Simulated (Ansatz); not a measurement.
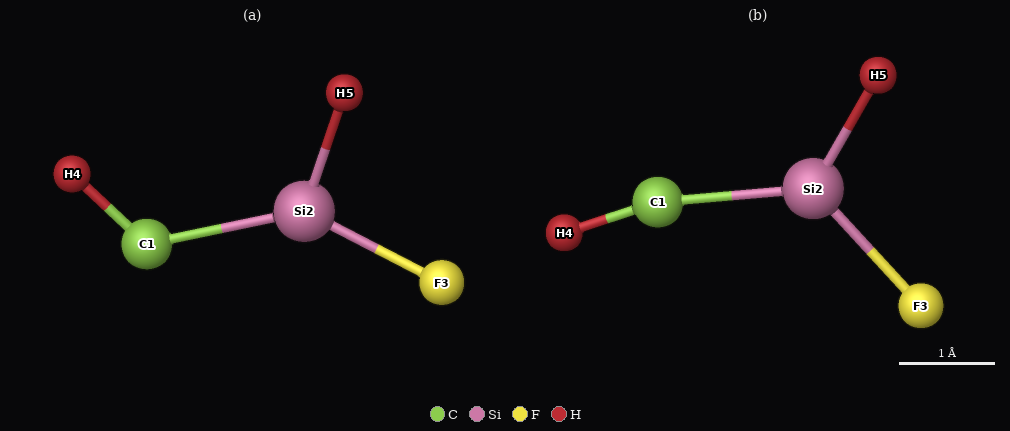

The structure of CH2FSi (multiplicity 2) before (left) and after (right) a relaxation, at one scale.

Style: ball-and-stick. Shown at a tilt.

The run prepares an end point of a later path (torsion) calculation, from a guessed geometry.

The calculation used UKS LDA/6-31G (Ansatz 0.2.0). Set-up: collinear spin; force threshold 0.015 eV/Å; at most 40 steps.

Summarise the run.

Answer. Over 7 geometry steps the energy falls by 58.7 kJ/mol. The largest force component goes from 2.4 to 0.0057 eV/Å. The largest move after the best rigid fit is that of H4, 0.69 Å. Largest moves by element: H 0.69 Å, C 0.49 Å, F 0.40 Å, Si 0.27 Å. Near-neighbour distances that change, for instance: C1–Si2 1.760 → 1.689 Å, Si2–F3 1.631 → 1.694 Å, Si2–H5 1.444 → 1.497 Å, C1–H4 1.091 → 1.085 Å. Among the angles between lasting bonds that change: Si2–C1–H4 120.3° → 166.8°, C1–Si2–F3 138.6° → 123.5°, F3–Si2–H5 97.5° → 109.4°. Cost: 18 s on 1 thread of Intel(R) Xeon(R) Processor @ 2.50GHz (Skylake/Cascade Lake), with other jobs on the host, peak memory 0.13 GiB.

Limits of the set-up: the basis has no polarisation functions, which atoms past neon need.
